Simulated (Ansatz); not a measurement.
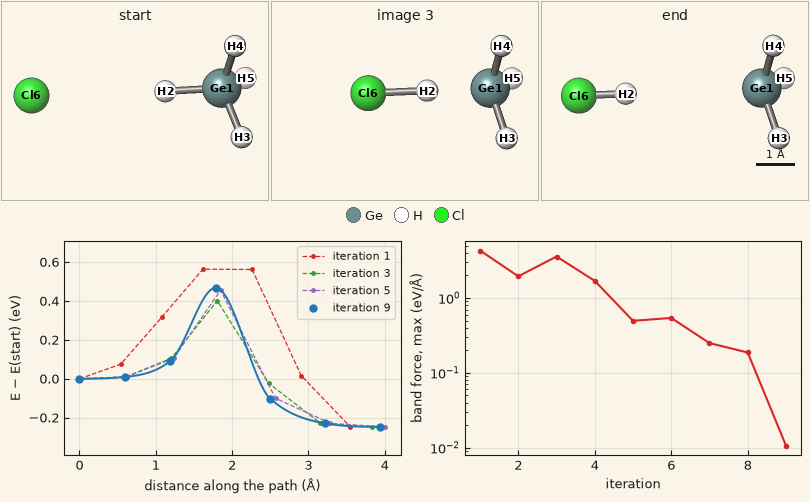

A search for the minimum-energy path of GeH4Cl (multiplicity 2), made up at the start of GeH4 and Cl by the nudged elastic band. Images are numbered from 0 (start) to 6 (end). The plot follows the band through its iterations. Style: ball-and-stick. Shown at a tilt.

Level of theory: UHF/def2-SVP in Ansatz.

The input:
```yaml
crystal:
  periodic: [false, false, false]
  atoms:
    - { symbol: Ge, position_ang: [0.004971, 0.0, -0.240274] }
    - { symbol: H, position_ang: [0.024389, 0.0, 1.292604] }
    - { symbol: H, position_ang: [1.443413, 0.0, -0.771672] }
    - { symbol: H, position_ang: [-0.723771, 1.251323, -0.744832] }
    - { symbol: H, position_ang: [-0.723771, -1.251323, -0.744832] }
    - { symbol: Cl, position_ang: [-0.023631, 0.0, 4.930407] }
magnetization:
  spin_polarized: true
  initial_magnetization: 1
basis:
  gaussian: { orbitals: def2-SVP }
hamiltonian:
  xc: hf
neb:
  order_check: false
  images: 5
  f_tol: 0.05
  max_iterations: 60
  final_atoms:
    - { symbol: Ge, position_ang: [-0.00022633, 0.0, -0.59594891] }
    - { symbol: H, position_ang: [0.00148891, 0.0, 3.1019477] }
    - { symbol: H, position_ang: [1.46240182, 0.0, -1.05362772] }
    - { symbol: H, position_ang: [-0.73187991, 1.266869, -1.05253743] }
    - { symbol: H, position_ang: [-0.73187991, -1.266869, -1.05253743] }
    - { symbol: Cl, position_ang: [0.00169542, 0.0, 4.37410478] }
  initial_path:
    images:
      - { positions_ang: [[0.004971, 0.0, -0.240274], [0.024389, 0.0, 1.292604], [1.443413, 0.0, -0.771672], [-0.723771, 1.251323, -0.744832], [-0.723771, -1.251323, -0.744832], [-0.023631, 0.0, 4.930407]] }
      - { positions_ang: [[0.0032711, 0.0, -0.16018259], [0.01634093, 0.0, 1.46173607], [1.44939672, 0.0, -0.68661568], [-0.72592593, 1.25581533, -0.66857076], [-0.72592593, -1.25581533, -0.66857076], [-0.01555689, 0.0, 4.44360472]] }
      - { positions_ang: [[0.0015712, 0.0, -0.08009118], [0.00829287, 0.0, 1.63086813], [1.45538044, 0.0, -0.60155936], [-0.72808086, 1.26030767, -0.59230952], [-0.72808086, -1.26030767, -0.59230952], [-0.00748278, 0.0, 3.95680244]] }
      - { positions_ang: [[-0.0001287, 0.0, 2.4e-07], [0.0002448, 0.0, 1.8000002], [1.46136416, 0.0, -0.51650303], [-0.73023579, 1.2648, -0.51604828], [-0.73023579, -1.2648, -0.51604828], [0.00059132, 0.0, 3.47000016]] }
      - { positions_ang: [[-0.00016124, 0.0, -0.19864948], [0.0006595, 0.0, 2.2339827], [1.46171005, 0.0, -0.6955446], [-0.73078383, 1.26548967, -0.69487799], [-0.73078383, -1.26548967, -0.69487799], [0.00095936, 0.0, 3.77136837]] }
      - { positions_ang: [[-0.00019379, 0.0, -0.3972992], [0.00107421, 0.0, 2.6679652], [1.46205593, 0.0, -0.87458616], [-0.73133187, 1.26617933, -0.87370771], [-0.73133187, -1.26617933, -0.87370771], [0.00132739, 0.0, 4.07273657]] }
      - { positions_ang: [[-0.00022633, 0.0, -0.59594891], [0.00148891, 0.0, 3.1019477], [1.46240182, 0.0, -1.05362772], [-0.73187991, 1.266869, -1.05253743], [-0.73187991, -1.266869, -1.05253743], [0.00169542, 0.0, 4.37410478]] }
```

Launched with:
```bash
ansatz run input.yaml --threads 1 --pin off --max-ram 2048MiB --backend cpu --events-out ev --progress --plain --runs-dir out
```

### How did the profile develop, and is the result final?

The result is final at these settings. The band converged in 9 iterations. The largest component of the band force went from 4.3 to 0.011 eV/Å. The climbing image converged on the top of the path. Its vibrational analysis gives one imaginary mode (1468i cm⁻¹), as a transition state must have. The first iteration put the highest image at 0.56 eV. Forward barrier 0.47 eV, backward barrier 0.72 eV, with image 3 at the top; the reaction energy is −0.25 eV.

Limits of the set-up: the start holds two separate molecules, 3.6 Å apart at their closest, whose relative position is a soft coordinate and is computed without a dispersion correction; Hartree-Fock leaves out electron correlation.
